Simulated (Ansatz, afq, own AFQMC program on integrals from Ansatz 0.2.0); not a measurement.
# BGeH3 (singlet): AFQMC on the coupled-cluster ladder at twist about Ge1–B2 = 180.0°, cc-pVDZ, part 2 of 2

Ansatz 0.2.0, Gaussian basis, and an in-house AFQMC program (afq) on its integrals; all values are calculated; cc-pVDZ, frozen cores. Earlier steps stand in the parts before.

## Step 13: CCSD(T) on UHF

in.yaml

```yaml
crystal:
  periodic: [false, false, false]
  atoms:
    - {symbol: Ge, position_ang: [-0.038435, 0.000000, 0.252749]}
    - {symbol: B, position_ang: [0.123915, -0.000001, -1.627788]}
    - {symbol: H, position_ang: [0.404742, 1.276988, 0.970523]}
    - {symbol: H, position_ang: [0.404742, -1.276987, 0.970524]}
    - {symbol: H, position_ang: [0.631335, -0.000001, -2.696712]}
basis:
  gaussian: {orbitals: cc-pVDZ}
magnetization: {spin_polarized: true, initial_magnetization: 0}
correlation: {method: ccsd_t, electrons: outside_noble_gas, hamiltonian_folder: ham}
```

Launch:

```
$ ansatz run in.yaml --threads 1 --pin off --events-out ev --progress --plain --max-ram 1382MiB
```

The log of the run, cut to the lines that bear on the results:

```text
Functional definition: HF
  name "HF"
  cite "Fock, Z. Phys. 61, 126 (1930) doi:10.1007/BF01340294"
  parent pbe
[...]
590 factors; integrals over basis functions are off by at most 8.0e-4 eV
[...]
mean field -57188.71983879 eV, -2101.6466901690 hartree, gradient 4.3e-6 eV, S^2 0.637024; 12 other end points of the search recorded, 0 dependent functions left out
determinant -57188.71983879 eV, -2101.6466901690 hartree, with singles and doubles -57194.02366835 eV, -2101.8416023101 hartree
determinant -57188.32377113 eV, -2101.6321349510 hartree, with singles and doubles -57193.20483380 eV, -2101.8115106955 hartree
determinant -57185.74872605 eV, -2101.5375037897 hartree, with singles and doubles -57191.89257799 eV, -2101.7632861842 hartree
determinant -57188.35816975 eV, -2101.6333990769 hartree, with singles and doubles -57194.09567535 eV, -2101.8442485187 hartree
15 core orbitals not correlated: weight in the atoms' cores, before any rotation towards them, 0.999 or more for the frozen orbitals, at most 0.000 for the correlated occupied ones
reference -57188.71983879 eV, -2101.6466901690 hartree; 5, 5 occupied and 36, 36 virtual orbitals, 590 factors
second order -4.02199938 eV of doubles, -0.00000000 eV of singles
cycle   1  -5.30643934 eV  change   -2.6e-3 eV  update   6.5e-3
[...]
cycle  11  -5.33304343 eV  change   -6.1e-6 eV  update   4.8e-6
perturbative correction -0.21759538 eV, -0.0079964827 hartree
Total energy: -57194.27047760 eV, -2101.8506723829 hartree
```

It took 7 s on 1 thread of Arm Neoverse V2, shared host.

From the report: ⟨S²⟩ of the determinant 0.637 (pure singlet: 0.00); correlation -5.5506 eV; T1 0.084; largest double amplitude 0.21. The determinant is far from a pure spin state, so its energy mixes those of several spin states (harmless only where they are near-degenerate, as at dissociation).

This run also writes the integrals to the folder ham.

## Step 14: CCSDT(Q) on UHF

Edit in.yaml of step 13 so:

```diff
@@ -11,2 +11,2 @@
 magnetization: {spin_polarized: true, initial_magnetization: 0}
-correlation: {method: ccsd_t, electrons: outside_noble_gas, hamiltonian_folder: ham}
+correlation: {method: ccsdt_q, electrons: outside_noble_gas}
```

The command is unchanged.

The log of the run, cut to the lines that bear on the results:

```text
Functional definition: HF
  name "HF"
  cite "Fock, Z. Phys. 61, 126 (1930) doi:10.1007/BF01340294"
  parent pbe
[...]
1079 factors; integrals over basis functions are off by at most 1.6e-7 eV
[...]
mean field -57188.71994283 eV, -2101.6466939924 hartree, gradient 5.1e-6 eV, S^2 0.637025; 12 other end points of the search recorded, 0 dependent functions left out
determinant -57188.71994283 eV, -2101.6466939924 hartree, with singles and doubles -57194.02376959 eV, -2101.8416060306 hartree
determinant -57188.32387563 eV, -2101.6321387911 hartree, with singles and doubles -57193.20493947 eV, -2101.8115145790 hartree
determinant -57185.74883003 eV, -2101.5375076108 hartree, with singles and doubles -57191.89262876 eV, -2101.7632880497 hartree
determinant -57188.35827102 eV, -2101.6334027984 hartree, with singles and doubles -57194.09577979 eV, -2101.8442523568 hartree
15 core orbitals not correlated: weight in the atoms' cores, before any rotation towards them, 0.999 or more for the frozen orbitals, at most 0.000 for the correlated occupied ones
reference -57188.71994283 eV, -2101.6466939924 hartree; 5, 5 occupied and 36, 36 virtual orbitals, 1079 factors
second order -4.02202841 eV of doubles, -0.00000000 eV of singles
cycle   1  -4.74498339 eV  change   -7.2e-1 eV  update   8.9e-2
[...]
cycle  20  -5.63684342 eV  change   -4.1e-7 eV  update   9.0e-7
perturbative correction -0.02096371 eV, -0.0007704022 hartree
Total energy: -57194.37774996 eV, -2101.8546145695 hartree
```

Run time: 30 s. Hardware: 1 thread of Arm Neoverse V2, shared host; peak memory 0.37 GiB.

From the report: ⟨S²⟩ of the determinant 0.637 (pure singlet: 0.00); correlation -5.6578 eV; T1 0.106; largest double amplitude 0.29. The determinant is far from a pure spin state, so its energy mixes those of several spin states (harmless only where they are near-degenerate, as at dissociation).

## Step 15: Phaseless AFQMC, CISD trial on UHF

It reads the integrals that the CCSD(T) run on this determinant wrote.

Launch:

```
$ afq ham --method phaseless --trial cisd --walkers 60 --populations 1 --least-time 40 --time-step 0.005 --steps-per-block 50 --equilibration-blocks 40 --max-blocks 300 --target-error 0.00076 --factor-cut 1e-05 --start spin_pure --seed 3141 --release-times 0.24,0.51,0.99,1.62,2.4 --release-step 0.03 --release-every 4 --taylor-order 6
```

The log of the run:

```text
orbitals 41  electrons 5 5  factors 336 of 590
reference energy -2101.64669017 Eh
CCSD correlation -0.19598545 Eh in 14 cycles, weight of the determinant in the CISD state 0.7288
energy of the start -2101.807529 Eh
 block  time / (1/Eh)  mean weight  energy / Eh
     1     0.250  0.9996  -2101.820481
     2     0.500  1.0022  -2101.829662
     3     0.750  1.0011  -2101.839906
     4     1.000  1.0013  -2101.845646
     5     1.250  1.0005  -2101.847249
     6     1.500  0.9992  -2101.855409
     7     1.750  0.9994  -2101.853983
     8     2.000  1.0002  -2101.853998
     9     2.250  1.0010  -2101.852382
    10     2.500  1.0004  -2101.852538
    11     2.750  1.0017  -2101.859963
    16     4.000  0.9990  -2101.854193
    21     5.250  1.0009  -2101.848667
    26     6.500  1.0006  -2101.856845
    31     7.750  1.0000  -2101.860217
    36     9.000  0.9995  -2101.858201
    41    10.250  0.9993  -2101.855528
    46    11.500  1.0013  -2101.856453
    51    12.750  1.0036  -2101.853031
    56    14.000  1.0000  -2101.855498
    61    15.250  0.9995  -2101.855934
    66    16.500  0.9987  -2101.847607
    71    17.750  1.0004  -2101.852452
    76    19.000  1.0016  -2101.874690
    81    20.250  0.9999  -2101.852274
    86    21.500  0.9999  -2101.855421
    91    22.750  1.0022  -2101.850135
    96    24.000  0.9988  -2101.855547
   101    25.250  1.0000  -2101.853956
   106    26.500  1.0004  -2101.863447
   111    27.750  0.9977  -2101.854267
   116    29.000  0.9981  -2101.847611
   121    30.250  0.9989  -2101.860811
   126    31.500  0.9983  -2101.856290
   131    32.750  1.0018  -2101.848001
   136    34.000  0.9994  -2101.858803
   141    35.250  0.9997  -2101.851524
   146    36.500  0.9990  -2101.853642
   151    37.750  1.0002  -2101.855331
   156    39.000  1.0010  -2101.850096
   161    40.250  0.9997  -2101.858970
   166    41.500  1.0009  -2101.856417
   171    42.750  0.9998  -2101.858324
   176    44.000  1.0015  -2101.846598
   181    45.250  1.0001  -2101.849780
   186    46.500  0.9987  -2101.852440
   191    47.750  0.9999  -2101.856926
   196    49.000  1.0007  -2101.852962
blocks merged  error / Eh  count
     1  0.000358  160
     2  0.000443  80
     4  0.000474  40
     8  0.000447  20
    16  0.000347  10
released: time / (1/Eh)  energy / Eh  error  mean overlap
  0.24  -2101.853574  0.000709  0.9951
  0.51  -2101.854360  0.000755  0.9918
  0.99  -2101.855363  0.000760  0.9761
  1.62  -2101.855400  0.000962  0.9852
  2.40  -2101.854578  0.001263  0.9990
energy -2101.853731 +/- 0.000474 Eh
```

Wall time 4.7 min (1 thread of Arm Neoverse V2, shared host).

Energy -57194.3537 ± 0.0129 eV. Caveats: constraint bias not in the error.

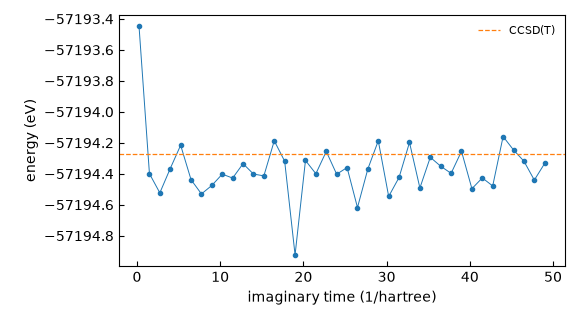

Block energies along the walk.

## Step 16: Phaseless AFQMC, single-determinant trial on UHF

It reads the integrals that the CCSD(T) run on this determinant wrote.

Launch:

```
$ afq ham --method phaseless --trial hf --walkers 120 --populations 1 --least-time 40 --time-step 0.005 --steps-per-block 20 --equilibration-blocks 160 --max-blocks 600 --target-error 0.00228 --factor-cut 1e-05 --start spin_pure --seed 6973 --taylor-order 6
```

The log of the run:

```text
orbitals 41  electrons 5 5  factors 336 of 590
reference energy -2101.64669017 Eh
CCSD correlation -0.19598545 Eh in 14 cycles, weight of the determinant in the CISD state 0.7288
energy of the start -2101.655707 Eh
 block  time / (1/Eh)  mean weight  energy / Eh
     1     0.100  1.0005  -2101.687312
     2     0.200  1.0008  -2101.716012
     3     0.300  1.0023  -2101.739799
     4     0.400  1.0033  -2101.750797
     5     0.500  1.0005  -2101.774679
     6     0.600  1.0001  -2101.787739
     7     0.700  0.9995  -2101.794554
     8     0.800  1.0009  -2101.799201
     9     0.900  1.0008  -2101.803130
    10     1.000  1.0003  -2101.809268
    15     1.500  1.0000  -2101.834215
    29     2.900  0.9990  -2101.849571
    43     4.300  1.0005  -2101.847066
    57     5.700  1.0018  -2101.855137
    71     7.100  1.0006  -2101.849188
    85     8.500  0.9996  -2101.853133
    99     9.900  1.0011  -2101.861257
   113    11.300  0.9991  -2101.854206
   127    12.700  0.9996  -2101.840412
   141    14.100  1.0016  -2101.843454
   155    15.500  0.9998  -2101.842453
   169    16.900  1.0020  -2101.856152
   183    18.300  1.0025  -2101.867503
   197    19.700  1.0007  -2101.855318
   211    21.100  0.9998  -2101.863536
   225    22.500  0.9998  -2101.852279
   239    23.900  0.9992  -2101.848771
   253    25.300  0.9997  -2101.870030
   267    26.700  0.9998  -2101.852621
   281    28.100  1.0003  -2101.843857
   295    29.500  1.0003  -2101.846031
   309    30.900  1.0009  -2101.844715
   323    32.300  1.0002  -2101.855249
   337    33.700  0.9994  -2101.871392
   351    35.100  1.0000  -2101.871287
   365    36.500  1.0008  -2101.862741
   379    37.900  1.0009  -2101.869128
   393    39.300  1.0004  -2101.848949
   407    40.700  1.0010  -2101.851066
   421    42.100  1.0015  -2101.854658
   435    43.500  0.9991  -2101.856947
   449    44.900  0.9994  -2101.840884
   463    46.300  0.9993  -2101.856570
   477    47.700  0.9970  -2101.861685
   491    49.100  0.9998  -2101.835628
   505    50.500  0.9996  -2101.854802
   519    51.900  0.9993  -2101.853436
   533    53.300  1.0006  -2101.840928
   547    54.700  0.9991  -2101.857482
blocks merged  error / Eh  count
     1  0.000501  400
     2  0.000673  200
     4  0.000867  100
     8  0.001111  50
    16  0.001375  25
    32  0.001387  12
energy -2101.855231 +/- 0.001375 Eh
```

Run time: 3.7 min. Hardware: 1 thread of Arm Neoverse V2, shared host.

Energy -57194.3945 ± 0.0374 eV. Caveats: constraint bias not in the error.

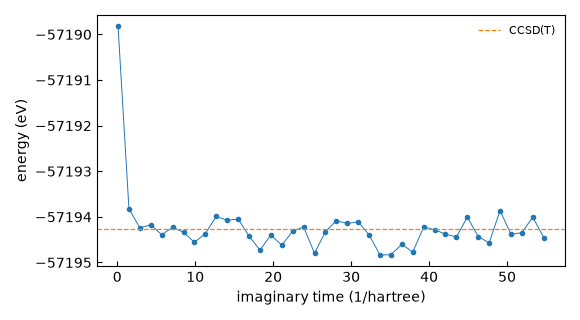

Block energies along the walk.

## Step 17: All levels side by side

On the RHF determinant, counted from CCSDT(Q) (a yardstick, not exact):

```csv
level,energy (eV),from CCSDT(Q) (kJ/mol),statistical error (kJ/mol),time
HF,-57188.3582,+580.9,,
MP2,-57193.0461,+128.5,,
CCSD,-57194.0956,+27.3,,
CCSD(T),-57194.3239,+5.3,,
CCSDT(Q),-57194.3783,0.0,,
"Phaseless AFQMC, CISD trial, step 0.005, 60 walkers",-57194.3207,+5.6,1.1,2.1 min
"Phaseless AFQMC, single-determinant trial, step 0.005, 120 walkers",-57194.4539,-7.3,5.8,2.6 min
```

On the UHF determinant, counted from CCSDT(Q) (a yardstick, not exact):

```csv
level,energy (eV),from CCSDT(Q) (kJ/mol),statistical error (kJ/mol),time
HF,-57188.7198,+545.9,,
MP2,-57192.7418,+157.8,,
CCSD,-57194.0529,+31.3,,
CCSD(T),-57194.2705,+10.4,,
CCSDT(Q),-57194.3777,0.0,,
"Phaseless AFQMC, CISD trial, step 0.005, 60 walkers",-57194.3537,+2.3,1.2,4.7 min
"Phaseless AFQMC, single-determinant trial, step 0.005, 120 walkers",-57194.3945,-1.6,3.6,3.7 min
```

The functionals' totals stand on their own zeros and serve differences with other points: PBE -57229.065 eV; r2SCAN -57238.122 eV; PBE0 -57230.740 eV; B3LYP -57240.454 eV; wB97M-V -57235.095 eV; B2PLYP -57226.468 eV.

## Step 18: Results

What follows sums up all 2 parts.

| quantity | value |
| --- | --- |
| CCSD(T) on RHF from CCSDT(Q) | +5.3 kJ/mol |
| Phaseless AFQMC, CISD trial on RHF from CCSDT(Q) | +5.6 ± 1.1 kJ/mol |
| Phaseless AFQMC, single-determinant trial on RHF from CCSDT(Q) | -7.3 ± 5.8 kJ/mol |
| CCSD(T) on UHF from CCSDT(Q) | +10.4 kJ/mol |
| Phaseless AFQMC, CISD trial on UHF from CCSDT(Q) | +2.3 ± 1.2 kJ/mol |
| Phaseless AFQMC, single-determinant trial on UHF from CCSDT(Q) | -1.6 ± 3.6 kJ/mol |

In words: On RHF the phaseless walk with the CISD trial lies +5.6 kJ/mol from CCSDT(Q), 5 times its error bar. On UHF the phaseless walk with the CISD trial lies +2.3 kJ/mol from CCSDT(Q), within three error bars. Error bars are statistical and leave out the constraint, the time step and what remains of the start.
